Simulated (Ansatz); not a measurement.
Start from Mg2Ge in the anti-fluorite structure (space group Fm-3m, No. 225; a = 6.421 Å).

Modification: a hydrostatic pressure of 3 GPa.

Method: Ansatz (a program for electronic structure), PBE, PAW, cutoff 420 eV, spin-orbit coupling left out.

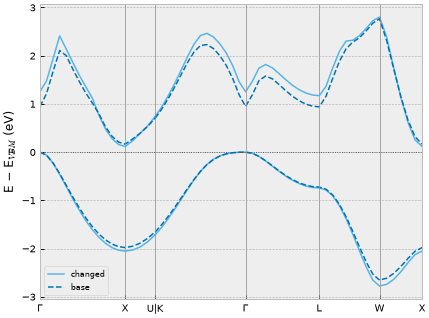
Figure: Highest valence and lowest conduction band along the path, each from its own valence-band maximum

The gap is 0.12 eV, indirect, Γ → X; the base has 0.17 eV.

Load acts through the strain it causes; cell and atoms are relaxed under it. Stability against distortions was not tested. The zero or small gap of Mg2Ge can change with the level of theory.
